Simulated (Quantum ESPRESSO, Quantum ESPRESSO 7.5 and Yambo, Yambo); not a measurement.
**PtSe2 (1T monolayer): G0W0 with Yambo, start to end**

Aim: the G0W0 gap of PtSe2 (1T monolayer) on PBE, step by step.

Main program and level: Quantum ESPRESSO 7.5 and Yambo 5.3.0; PBE and many-body steps on it, plane waves.

**The experiments to reproduce.**

- Gap 1.9 ± 0.05 eV: quasiparticle gap from STS, domains aligned with graphene; scanning tunneling spectroscopy; 8.5 K; monolayer (MBE-grown monolayer on epitaxial bilayer graphene, twist angle near 0 deg) on bilayer graphene on SiC(0001) (“Angular dependence of the interlayer coupling at the interface between two dimensional materials 1T-PtSe2 and graphene”, 2023, arxiv:2311.08165).

- Gap 2 ± 0.1 eV: gap of 1 ML on HOPG, earlier report; monolayer on HOPG (quoted in “Atomic-layer controlled THz Spintronic emission from Epitaxially grown Two dimensional PtSe2/ferromagnet heterostructures”, 2023, arxiv:2305.06895).

- Gap 1.95 ± 0.05 eV: quasiparticle gap of 1 ML from STS, average over islands; scanning tunnelling spectroscopy; monolayer (MBE-grown monolayer islands on bilayer graphene) on bilayer graphene on SiC(0001) (“Atomic-layer controlled THz Spintronic emission from Epitaxially grown Two dimensional PtSe2/ferromagnet heterostructures”, 2023, arxiv:2305.06895).

**1. The structure**

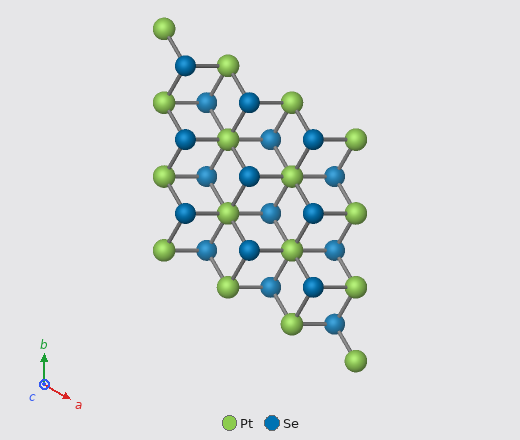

The cell as given, from above (platinum green, selenium blue). 3×3×1 cells are drawn. Some periodic images of atoms are drawn too.

The cell holds 3 atoms: 1 Pt and 2 Se. Cell: a = 3.749 Å, b = 3.749 Å, c = 15.000 Å, α = 90.0°, β = 90.0°, γ = 120.0°. Vacuum lies along c.

The structure was relaxed with PBE. The runs that relaxed it are not among those shown. Spin-orbit coupling is left out unless a step names it.

**2. Ground state**

This step: Quantum ESPRESSO 7.5; DFT, PBE, plane waves, norm-conserving pseudopotentials.

The ground-state density comes first.

pw.in reads:

```
&control
  calculation = 'scf'
  prefix = 'x'
  outdir = 'o'
  pseudo_dir = 'pseudo'
/
&system
  ibrav = 0
  nat = 3
  ntyp = 2
  ecutwfc = 104.0
  nbnd = 38
  force_symmorphic = .true.
/
&electrons
  conv_thr = 1e-10
  electron_maxstep = 80
  mixing_beta = 0.5
/
ATOMIC_SPECIES
  Pt 195.08 Pt.upf
  Se 78.971 Se.upf
CELL_PARAMETERS angstrom
  3.7489144268 -0.0000000002 0.0000000000
  -1.8744572132 3.2466551303 0.0000000000
  0.0000000000 0.0000000000 15.0000000000
ATOMIC_POSITIONS crystal
  Pt 0.0000000000 0.0000000000 0.5000000000
  Se 0.3333333333 0.6666666667 0.5871293917
  Se 0.6666666667 0.3333333333 0.4128706083
K_POINTS automatic
  9 9 1 0 0 0
```

Run with:

```console
> OMP_NUM_THREADS=1 mpirun -n 8 pw.x -nk 8 -in pw.in > pw.out
```

Output:

```text
Program PWSCF v.7.5 starts

     This program is part of the open-source Quantum ESPRESSO suite
     for quantum simulation of materials; please cite
         "P. Giannozzi et al., J. Phys.:Condens. Matter 21 395502 (2009);
         "P. Giannozzi et al., J. Phys.:Condens. Matter 29 465901 (2017);
         "P. Giannozzi et al., J. Chem. Phys. 152 154105 (2020);
     in publications or presentations arising from this work. More details at
     Message from routine setup:
     using ibrav=0 with symmetry is DISCOURAGED, use correct ibrav instead

     G-vector sticks info

     bravais-lattice index     =            0
     lattice parameter (alat)  =       7.0844  a.u.
     unit-cell volume          =    1232.0534 (a.u.)^3
     number of atoms/cell      =            3
     number of atomic types    =            2
     number of electrons       =        66.00
     number of Kohn-Sham states=           38
     kinetic-energy cutoff     =     104.0000  Ry
     charge density cutoff     =     416.0000  Ry
     scf convergence threshold =      1.0E-10
     mixing beta               =       0.5000
     number of iterations used =            8  plain     mixing
     Exchange-correlation= PBE
                           (   1   4   3   4   0   0   0)

     celldm(1)=   7.084422  celldm(2)=   0.000000  celldm(3)=   0.000000
     celldm(4)=   0.000000  celldm(5)=   0.000000  celldm(6)=   0.000000

     crystal axes: (cart. coord. in units of alat)
               a(1) = (   1.000000  -0.000000   0.000000 )
               a(2) = (  -0.500000   0.866025   0.000000 )
               a(3) = (   0.000000   0.000000   4.001158 )

     reciprocal axes: (cart. coord. in units 2 pi/alat)
               b(1) = (  1.000000  0.577350 -0.000000 )
               b(2) = (  0.000000  1.154701 -0.000000 )
               b(3) = ( -0.000000 -0.000000  0.249928 )
     Pseudo is Norm-conserving + core correction, Zval = 18.0
     Generated using ONCVPSP code by D. R. Hamann
     Using radial grid of 1374 points,  8 beta functions with:
     Pseudo is Norm-conserving + core correction, Zval = 24.0
     Generated using ONCVPSP code by D. R. Hamann
     Using radial grid of 1214 points,  6 beta functions with:
     Pt               18.00   195.08000     Pt( 1.00)
     Se               24.00    78.97100     Se( 1.00)

     12 Sym. Ops., with inversion, found

   Cartesian axes

     site n.     atom                  positions (alat units)
         1        Pt     tau(   1) = (   0.0000000   0.0000000   2.0005791  )
         2        Se     tau(   2) = (  -0.0000000   0.5773503   2.3491976  )
         3        Se     tau(   3) = (   0.5000000   0.2886751   1.6519607  )

     number of k points=    12
                       cart. coord. in units 2pi/alat
        k(    1) = (   0.0000000   0.0000000   0.0000000), wk =   0.0246914
        k(    2) = (   0.0000000   0.1283001   0.0000000), wk =   0.1481481
        k(    3) = (   0.0000000   0.2566001   0.0000000), wk =   0.1481481
        k(    4) = (   0.0000000   0.3849002   0.0000000), wk =   0.1481481
        k(    5) = (   0.0000000   0.5132002   0.0000000), wk =   0.1481481
        k(    6) = (   0.1111111   0.1924501   0.0000000), wk =   0.1481481
        k(    7) = (   0.1111111   0.3207501   0.0000000), wk =   0.2962963
        k(    8) = (   0.1111111   0.4490502   0.0000000), wk =   0.2962963
        k(    9) = (   0.1111111   0.5773503   0.0000000), wk =   0.1481481
        k(   10) = (   0.2222222   0.3849002   0.0000000), wk =   0.1481481
        k(   11) = (   0.2222222   0.5132002   0.0000000), wk =   0.2962963
        k(   12) = (   0.3333333   0.5773503   0.0000000), wk =   0.0493827

     Dense  grid:   176153 G-vectors     FFT dimensions: (  45,  45, 192)

     Initial potential from superposition of free atoms

     starting charge      65.9997, renormalised to      66.0000
     Starting wfcs are   36 randomized atomic wfcs +    2 random wfcs

     per-process dynamical memory:   133.8 Mb

     Self-consistent Calculation

     iteration #  1     ecut=   104.00 Ry     beta= 0.50

     Threshold (ethr) on eigenvalues was too large:
     Diagonalizing with lowered threshold

     total energy              =   -1614.18136200 Ry
     estimated scf accuracy    <       0.31961043 Ry

     iteration #  2     ecut=   104.00 Ry     beta= 0.50

     total energy              =   -1614.23510693 Ry
     estimated scf accuracy    <       0.57654159 Ry

     iteration #  3     ecut=   104.00 Ry     beta= 0.50

     total energy              =   -1614.32206733 Ry
     estimated scf accuracy    <       0.00488636 Ry

     iteration #  4     ecut=   104.00 Ry     beta= 0.50

     total energy              =   -1614.32232749 Ry
     estimated scf accuracy    <       0.00096382 Ry

     iteration #  5     ecut=   104.00 Ry     beta= 0.50

     total energy              =   -1614.32238873 Ry
     estimated scf accuracy    <       0.00001731 Ry

     iteration #  6     ecut=   104.00 Ry     beta= 0.50

     total energy              =   -1614.32239353 Ry
     estimated scf accuracy    <       0.00000353 Ry

     iteration #  7     ecut=   104.00 Ry     beta= 0.50

     total energy              =   -1614.32239447 Ry
     estimated scf accuracy    <       0.00000057 Ry

     iteration #  8     ecut=   104.00 Ry     beta= 0.50

     total energy              =   -1614.32239449 Ry
     estimated scf accuracy    <       0.00000007 Ry

     iteration #  9     ecut=   104.00 Ry     beta= 0.50

     total energy              =   -1614.32239451 Ry
     estimated scf accuracy    <          8.6E-09 Ry

     iteration # 10     ecut=   104.00 Ry     beta= 0.50

     End of self-consistent calculation

          k = 0.0000 0.0000 0.0000 ( 22077 PWs)   bands (ev):

  -207.1182-207.1182-146.6053-146.6053-146.6053-146.6053-146.5597-146.5597
   -97.9264 -52.0750 -52.0750 -52.0007 -46.7795 -46.7795 -46.7780 -46.7780
   -46.7380 -46.7380 -46.7353 -46.7353 -46.7225 -46.7222 -13.3238 -11.5553
    -4.4193  -4.4193  -4.3805  -2.1757  -2.1757  -0.6014   0.0320   0.5741
     0.5741   3.5310   3.5310   4.9211   5.8587   6.0641

          k = 0.0000 0.1283 0.0000 ( 22126 PWs)   bands (ev):

  -207.1182-207.1182-146.6053-146.6053-146.6053-146.6053-146.5597-146.5597
   -97.9264 -52.0760 -52.0753 -52.0007 -46.7794 -46.7794 -46.7782 -46.7780
   -46.7379 -46.7378 -46.7356 -46.7353 -46.7225 -46.7222 -13.1961 -11.5661
    -4.4342  -4.3416  -4.2545  -2.3691  -2.2672  -1.0149   0.2458   0.5133
     0.5684   2.7726   3.3537   5.2764   6.0723   6.4151

          k = 0.0000 0.2566 0.0000 ( 22118 PWs)   bands (ev):

  -207.1182-207.1182-146.6053-146.6053-146.6053-146.6053-146.5597-146.5597
   -97.9264 -52.0786 -52.0760 -52.0005 -46.7792 -46.7790 -46.7787 -46.7781
   -46.7376 -46.7372 -46.7363 -46.7355 -46.7224 -46.7221 -12.8434 -11.5974
    -4.4250  -4.1566  -3.9513  -3.0405  -2.3970  -1.5088   0.2006   0.3442
     0.4575   1.9660   3.1482   5.9326   6.3069   6.6841

          k = 0.0000 0.3849 0.0000 ( 22120 PWs)   bands (ev):

     [... further k-points ...]

     highest occupied, lowest unoccupied level (ev):     0.5741    1.9660

!    total energy              =   -1614.32239451 Ry
     estimated scf accuracy    <          4.2E-11 Ry

     The total energy is the sum of the following terms:
     one-electron contribution =   -4371.21976129 Ry
     hartree contribution      =    2118.66357646 Ry
     xc contribution           =    -162.83944494 Ry
     ewald contribution        =     801.07323525 Ry

     convergence has been achieved in  10 iterations

     XML data file, charge density, pseudopotentials, collected wavefunctions

=------------------------------------------------------------------------------=
   JOB DONE.
=------------------------------------------------------------------------------=
```

It took 27 s on 8 MPI ranks of Arm Neoverse V2, shared host; peak memory 1.6 GiB.

This step gave:

```
total energy               : -21963.9751 eV
gap                        : 1.392 eV
k of the valence top       : 0, 0, 0
k of the conduction bottom : 0, 0.2222, 0
least direct gap           : 1.508 eV
```

The gap is indirect, with the least direct gap 0.12 eV higher.

**3. Bands along the symmetry lines**

Levels along a band path, at the cheap level, show where the edges lie and whether the meshes to come will hold them.

pw.in reads:

```
&control
  calculation = 'bands'
  prefix = 'x'
  outdir = 'o'
  pseudo_dir = 'pseudo'
/
&system
  ibrav = 0
  nat = 3
  ntyp = 2
  ecutwfc = 104.0
  nbnd = 39
  force_symmorphic = .true.
/
&electrons
  conv_thr = 1e-9
  electron_maxstep = 80
  diago_full_acc = .true.
  diago_thr_init = 5e-6
/
ATOMIC_SPECIES
  Pt 195.08 Pt.upf
  Se 78.971 Se.upf
CELL_PARAMETERS angstrom
  3.7489144268 -0.0000000002 0.0000000000
  -1.8744572132 3.2466551303 0.0000000000
  0.0000000000 0.0000000000 15.0000000000
ATOMIC_POSITIONS crystal
  Pt 0.0000000000 0.0000000000 0.5000000000
  Se 0.3333333333 0.6666666667 0.5871293917
  Se 0.6666666667 0.3333333333 0.4128706083
K_POINTS crystal
  25
  0.00000000 0.00000000 0.00000000 1
  0.06250000 0.00000000 0.00000000 1
  0.12500000 0.00000000 0.00000000 1
  0.18750000 0.00000000 0.00000000 1
  0.25000000 0.00000000 0.00000000 1
  0.31250000 0.00000000 0.00000000 1
  0.37500000 0.00000000 0.00000000 1
  0.43750000 0.00000000 0.00000000 1
  0.50000000 0.00000000 0.00000000 1
  0.47916667 0.04166667 0.00000000 1
  0.45833333 0.08333333 0.00000000 1
  0.43750000 0.12500000 0.00000000 1
  0.41666666 0.16666666 0.00000000 1
  0.39583333 0.20833333 0.00000000 1
  0.37500000 0.25000000 0.00000000 1
  0.35416666 0.29166666 0.00000000 1
  0.33333333 0.33333333 0.00000000 1
  0.29166666 0.29166666 0.00000000 1
  0.25000000 0.25000000 0.00000000 1
  0.20833333 0.20833333 0.00000000 1
  0.16666666 0.16666666 0.00000000 1
  0.12500000 0.12500000 0.00000000 1
  0.08333333 0.08333333 0.00000000 1
  0.04166667 0.04166667 0.00000000 1
  0.00000000 0.00000000 0.00000000 1
```

Output:

```text
[banner, memory and clock lines left out]
Program PWSCF v.7.5 starts

     Atomic positions and unit cell read from directory:
     o/x.save/

     Message from routine setup:
     using ibrav=0 with symmetry is DISCOURAGED, use correct ibrav instead

     G-vector sticks info

     bravais-lattice index     =            0
     lattice parameter (alat)  =       7.0844  a.u.
     unit-cell volume          =    1232.0534 (a.u.)^3
     number of atoms/cell      =            3
     number of atomic types    =            2
     number of electrons       =        66.00
     number of Kohn-Sham states=           39
     kinetic-energy cutoff     =     104.0000  Ry
     charge density cutoff     =     416.0000  Ry
     Exchange-correlation= PBE
                           (   1   4   3   4   0   0   0)

     celldm(1)=   7.084422  celldm(2)=   0.000000  celldm(3)=   0.000000
     celldm(4)=   0.000000  celldm(5)=   0.000000  celldm(6)=   0.000000

     crystal axes: (cart. coord. in units of alat)
               a(1) = (   1.000000  -0.000000   0.000000 )
               a(2) = (  -0.500000   0.866025   0.000000 )
               a(3) = (   0.000000   0.000000   4.001158 )

     reciprocal axes: (cart. coord. in units 2 pi/alat)
               b(1) = (  1.000000  0.577350 -0.000000 )
               b(2) = (  0.000000  1.154701 -0.000000 )
               b(3) = ( -0.000000 -0.000000  0.249928 )
     Pseudo is Norm-conserving + core correction, Zval = 18.0
     Generated using ONCVPSP code by D. R. Hamann
     Using radial grid of 1374 points,  8 beta functions with:
     Pseudo is Norm-conserving + core correction, Zval = 24.0
     Generated using ONCVPSP code by D. R. Hamann
     Using radial grid of 1214 points,  6 beta functions with:
     Pt               18.00   195.08000     Pt( 1.00)
     Se               24.00    78.97100     Se( 1.00)

     12 Sym. Ops., with inversion, found

   Cartesian axes

     site n.     atom                  positions (alat units)
         1        Pt     tau(   1) = (   0.0000000   0.0000000   2.0005791  )
         2        Se     tau(   2) = (  -0.0000000   0.5773503   2.3491976  )
         3        Se     tau(   3) = (   0.5000000   0.2886751   1.6519607  )

     number of k points=    25
                       cart. coord. in units 2pi/alat
        k(    1) = (   0.0000000   0.0000000   0.0000000), wk =   0.0800000
        k(    2) = (   0.0625000   0.0360844   0.0000000), wk =   0.0800000
        k(    3) = (   0.1250000   0.0721688   0.0000000), wk =   0.0800000
[...]
[... 13 further rows ...]
        k(   24) = (   0.0416667   0.0721688   0.0000000), wk =   0.0800000
        k(   25) = (   0.0000000   0.0000000   0.0000000), wk =   0.0800000

     Dense  grid:   176153 G-vectors     FFT dimensions: (  45,  45, 192)

     The potential is recalculated from file :
     o/x.save/charge-density

     Starting wfcs are   36 randomized atomic wfcs +    3 random wfcs

     Band Structure Calculation

     End of band structure calculation

          k = 0.0000 0.0000 0.0000 ( 22077 PWs)   bands (ev):

  -207.1183-207.1183-146.6054-146.6054-146.6054-146.6054-146.5598-146.5597
   -97.9264 -52.0749 -52.0749 -52.0007 -46.7796 -46.7796 -46.7781 -46.7781
   -46.7381 -46.7381 -46.7353 -46.7353 -46.7226 -46.7222 -13.3238 -11.5553
    -4.4193  -4.4193  -4.3805  -2.1757  -2.1757  -0.6013   0.0320   0.5741
     0.5741   3.5311   3.5311   4.9211   5.8585   6.0642   6.2144

          k = 0.0625 0.0361 0.0000 ( 22130 PWs)   bands (ev):

  -207.1183-207.1183-146.6054-146.6054-146.6054-146.6054-146.5598-146.5597
[...]
0.5776   3.2384   3.4661   5.0488   5.9436   6.1779   6.4723

          k = 0.1250 0.0722 0.0000 ( 22132 PWs)   bands (ev):

  -207.1183-207.1183-146.6054-146.6054-146.6054-146.6054-146.5598-146.5597
[...]
0.5594   2.6308   3.3189   5.3519   6.1168   6.5010   6.9333

[...]
k = 0.0417 0.0722 0.0000 ( 22139 PWs)   bands (ev):

  -207.1183-207.1183-146.6054-146.6054-146.6054-146.6054-146.5598-146.5597
[...]
0.5778   3.1646   3.4346   5.0883   5.9660   6.2156   6.5519

          k = 0.0000 0.0000 0.0000 ( 22077 PWs)   bands (ev):

  -207.1183-207.1183-146.6054-146.6054-146.6054-146.6054-146.5598-146.5597
[...]
-46.7381 -46.7381 -46.7353 -46.7353 -46.7226 -46.7222 -13.3238 -11.5553
    -4.4193  -4.4193  -4.3805  -2.1757  -2.1757  -0.6013   0.0320   0.5741
     0.5741   3.5311   3.5311   4.9211   5.8585   6.0641   6.2144

     XML data file, pseudopotentials, collected wavefunctions
```

Run time: 14 s. Hardware: 8 MPI ranks; peak memory 1.5 GiB.

Numbers from this step:

| Property | Result |
| --- | --- |
| gap | 1.404 eV |
| k of the valence top | 0.0417, 0.0417, 0 |
| k of the conduction bottom | 0.25, 0, 0 |
| least direct gap | 1.584 eV |

The gap is 1.404 eV, +0.012 eV from the run before at this level.

Electronic bands along the path, in eV, zero at the top of the highest filled band:

| point | band 30 | band 31 | band 32 | band 33 | band 34 | band 35 | band 36 | band 37 |
| --- | --- | --- | --- | --- | --- | --- | --- | --- |
| Γ | -1.18 | -0.55 | 0.00 | 0.00 | 2.95 | 2.95 | 4.34 | 5.28 |
| M | -2.22 | -1.90 | -1.79 | -1.34 | 2.39 | 2.71 | 4.72 | 6.22 |
| K | -2.44 | -2.15 | -0.93 | -0.93 | 1.82 | 1.82 | 6.10 | 8.15 |
| Γ | -1.18 | -0.55 | 0.00 | 0.00 | 2.95 | 2.95 | 4.34 | 5.28 |

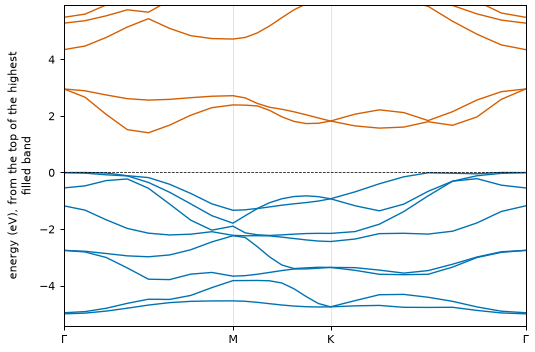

Electronic bands along the path; lines of filled and empty bands in two colours.

(Part 1 of 3 ends here.)

[Paths, hosts, dates, memory and timing lines, banners, echoed tables and standing remarks are left out of the program output.]

[Logs are printed without paths, hosts, clocks, repeated set-up lines and the standing remarks that a program may print on its own settings, such as how far it seeks lower states.]

[Runs of the session that timed out or met a known fault of the program may be left out.]

[Hosts, paths, dates, database ids (printed as entryN), source tags and the programs' standing remarks are cut or masked in the printed files.]
